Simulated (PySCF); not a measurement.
# BF3, SMILES `FB(F)F`: electronic structure

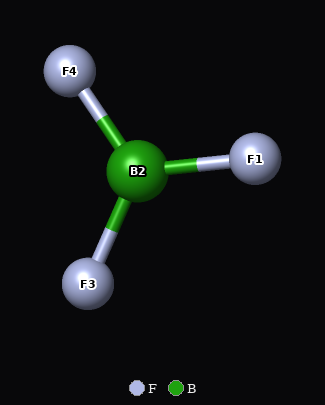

The molecule, with its atoms numbered as below. No frequency check shows the geometry to be a minimum.

Coordinates in Å:

```
F1      -1.2997   -0.0422    0.0000
B2       0.0000    0.0000    0.0000
F3       0.6133    1.1467    0.0000
F4       0.6864   -1.1045    0.0000
```

### 1. Bonding charge

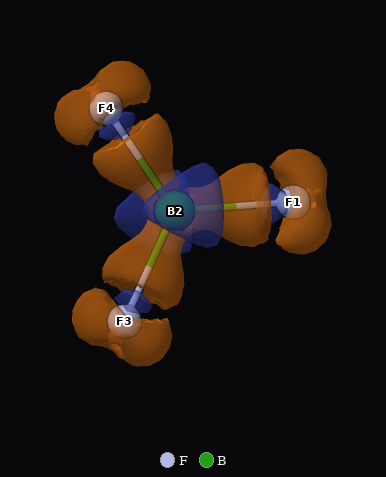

Deformation density (molecule less spherical, spin-averaged free atoms at the same positions), surfaces at ±0.15 e/Å³; orange: gain, blue: loss.

Method: B3LYP/def2-TZVP; geometry: GFN2-xTB; program: PySCF.

Question: Describe the bonding that the map shows.

Answer: B2–F3, B2–F4 and F1–B2: +0.34 e/Å³ at the bond critical point (bond length 1.30 Å, Mayer order 1.2). In all, 0.9 electrons gather in the regions of gain relative to the promolecule.

Question: Where do the Hirshfeld charges lie?

Answer: The highest Hirshfeld charge is on B2 (+0.41 e), the lowest on F1, F3 and F4 (−0.14 e).

### 2. Bond critical points

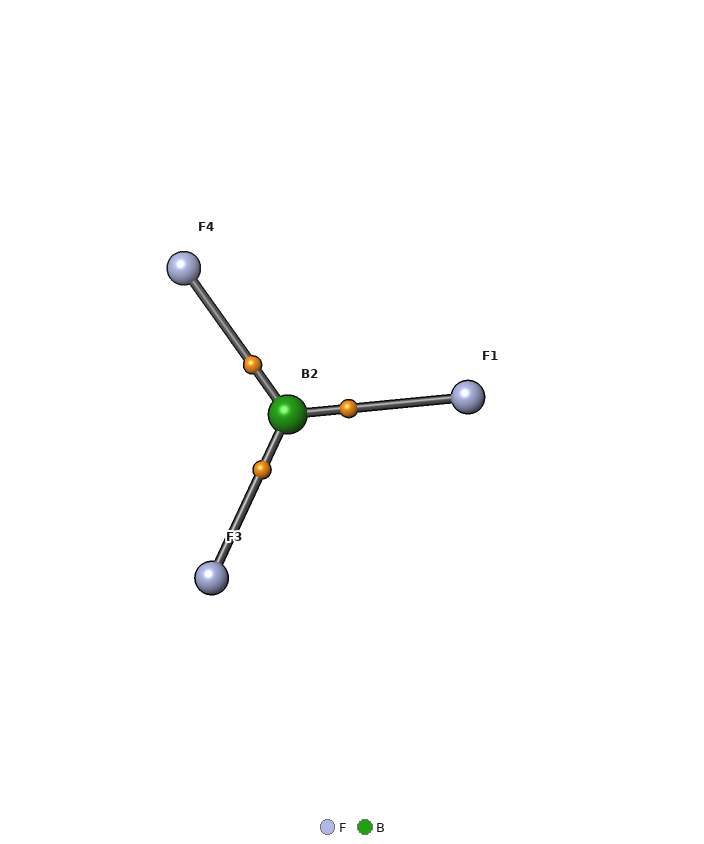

Molecular graph of the electron density (QTAIM): bond paths, bond critical points (orange), ring points (yellow, if any); weak paths are dashed.

Question: How many critical points of each kind are there, and does the count close?

Answer: 4 nuclei, 3 bond, 0 ring and 0 cage critical points: 4 − 3 + 0 − 0 = 1, as the Poincaré–Hopf relation requires.

Question: Tabulate density, Laplacian, ellipticity and energy density at the bond critical points (atomic units).

Answer:
```tsv
bond	length (Å)	ρ (a.u.)	∇²ρ (a.u.)	ε	H (a.u.)
B2–F3 (3 alike)	1.300	0.222	+1.33	0.01	−0.164
```

Question: What kind of interaction is B2–F3?

Answer: Polar or intermediate (positive Laplacian, negative energy density H): ρ = 0.222, ∇²ρ = +1.33, H = −0.164 a.u.

### 3. Local ionisation energy

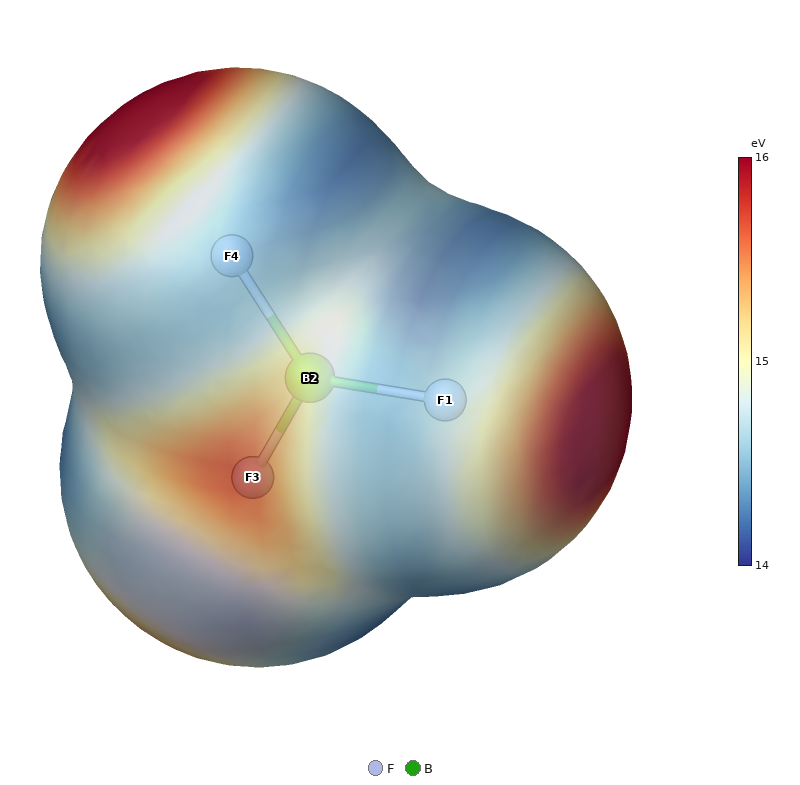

Average local ionisation energy on the surface of electron density 0.001 a.u.

Question: Where are the most loosely bound electrons on this surface?

Answer: The lowest value is 14.2 eV, 1.7 Å from F1, and at like points elsewhere. For comparison, the highest occupied orbital lies at −11.9 eV.
